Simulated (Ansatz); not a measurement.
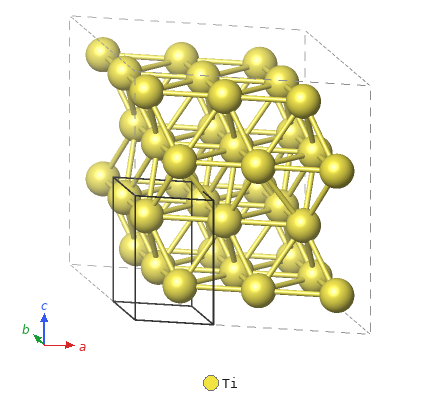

The structure; the drawing may span several cells.

Given this structure, the input geometry of an electronic-structure calculation (not necessarily at equilibrium), written in its standard cell:

```cif
data_structure
_symmetry_space_group_name_H-M 'P 1'
_symmetry_Int_Tables_number 1
_cell_length_a 2.9393
_cell_length_b 2.9393
_cell_length_c 4.6471
_cell_angle_alpha 90.000
_cell_angle_beta 90.000
_cell_angle_gamma 120.000
_cell_volume 34.77
loop_
_atom_site_label
_atom_site_type_symbol
_atom_site_fract_x
_atom_site_fract_y
_atom_site_fract_z
_atom_site_occupancy
Ti1 Ti 0.33333 0.66667 0.75000 1
Ti2 Ti 0.66667 0.33333 0.25000 1
```

Question: Predict the [210] zone-axis pattern (120 kV, kinematic, B = 0.8 Å²).

Answer: The spots form a rectangular net whose two shortest vectors correspond to d = 2.32 Å and 1.47 Å, 90.0° apart. They are 0 0 2 and 1 -2 0. The pattern has symmetry 2mm. A glide plane extinguishes reflections such as 1 -2 -1, 1 -2 1, 1 -2 -3; a screw axis and a glide plane both extinguish reflections such as 0 0 1, 0 0 3, 0 0 5.

Strongest reflections with d > 0.80 Å, one of each family (|F|² from tabulated Gaussian fits of the electron scattering factors, times a small damping for the curvature of the Ewald sphere):

```csv
hkl,d (Å),I (strongest = 100)
0 0 2,2.324,100
1 -2 0,1.470,33
1 -2 2,1.242,21
0 0 4,1.162,17
1 -2 4,0.911,7
```

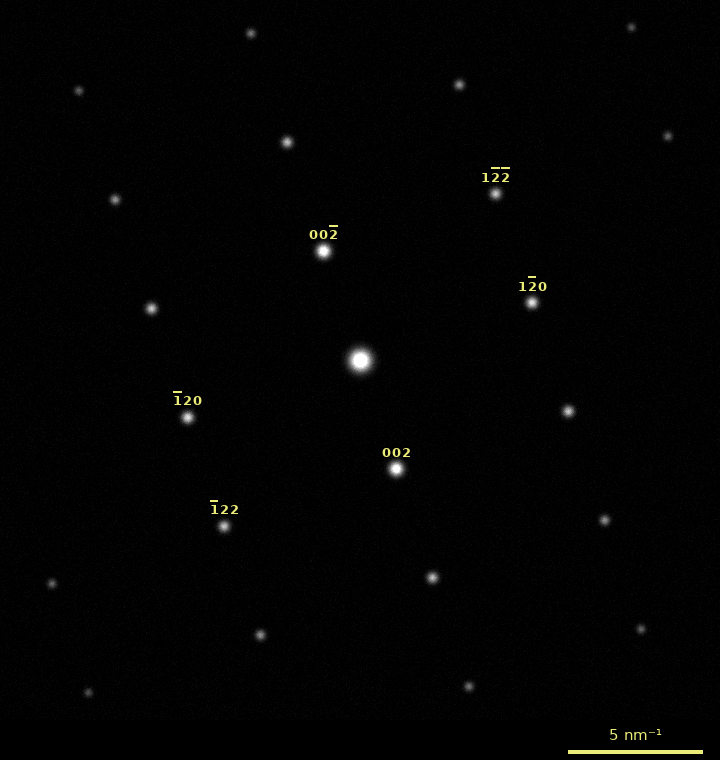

Calculated pattern, seen from the source side with [210] pointing towards the source.
